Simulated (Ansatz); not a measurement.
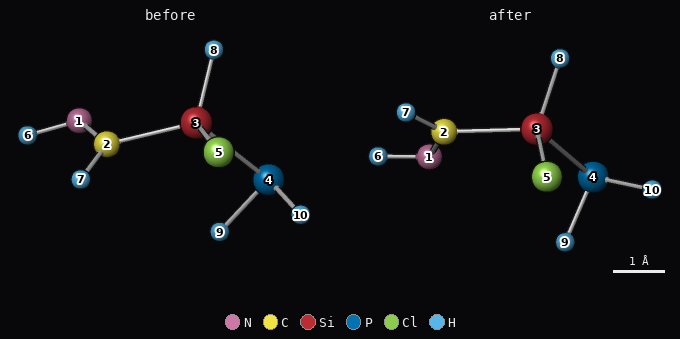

The structure of CH$_{5}$ClNPSi before (left) and after (right) a relaxation, at one scale.

A ball-and-stick model, seen from a free direction.

The run prepares an end point of a later path (inversion) calculation, from a guessed geometry.

Theory: RKS PBE0-D4/6-31G* in Ansatz 0.2.0.

The input:
```yaml
crystal:
  periodic: [false, false, false]
  atoms:
    - { symbol: "N", position_ang: [-1.8236, 0.873, 0.5864] }
    - { symbol: C, position_ang: [-0.6442, 0.7893, 0.9472] }
    - { symbol: Si, position_ang: [0.666, 0.25, -0.2557] }
    - { symbol: P, position_ang: [0.6428, -1.9313, -0.6071] }
    - { symbol: Cl, position_ang: [2.5467, 0.6357, 0.5478] }
    - { symbol: H, position_ang: [-2.4543, 1.2369, 1.3657] }
    - { symbol: H, position_ang: [-0.3101, 1.0024, 1.9908] }
    - { symbol: H, position_ang: [0.6883, 0.9625, -1.5612] }
    - { symbol: H, position_ang: [-0.07749, -2.20997, 0.62327] }
    - { symbol: H, position_ang: [1.87093, -2.23417, -0.13538] }
basis:
  gaussian: { orbitals: "6-31G*" }
hamiltonian:
  xc: pbe0
  dispersion: d4
relax:
  f_tol: 0.015
  max_steps: 40
output:
  orbitals: {}
```

Run as
```bash
ansatz run input.yaml --threads 2 --pin off --max-ram 3072MiB --backend cpu --events-out ev --progress --plain --runs-dir out
```

**Describe what moved and what it gained.**

The relaxation stopped without meeting its thresholds, so the last structure isn't shown to be converged. It used up its limit of 40 steps. The atom that moves furthest after the best rigid fit is H7 (1.36 Å). Largest moves by element: H 1.36 Å, N 0.74 Å, Cl 0.54 Å, P 0.43 Å, C 0.26 Å, Si 0.19 Å. Some distances before and after: P4–H10 1.350 → 1.424 Å, N1–H6 1.067 → 1.026 Å, N1–C2 1.236 → 1.274 Å, P4–H9 1.453 → 1.420 Å. Among the angles between lasting bonds that change: P4–Si3–Cl5 104.7° → 115.7°, C2–Si3–P4 112.5° → 106.9°, C2–Si3–H8 116.1° → 111.0°. Groups turn about C2–Si3 by about 70°, Si3–P4 by about 40°. Over 36 accepted moves (39 points after the start) the energy falls by 38.0 kJ/mol. The largest force component goes from 3.6 to 0.033 eV/Å. The line search rejected the trial steps at points 8, 31, 34 of the run. Cost: 120 s on 2 threads of Intel(R) Xeon(R) Platinum 8488C (Sapphire Rapids), on a shared host, peak memory 0.25 GiB.
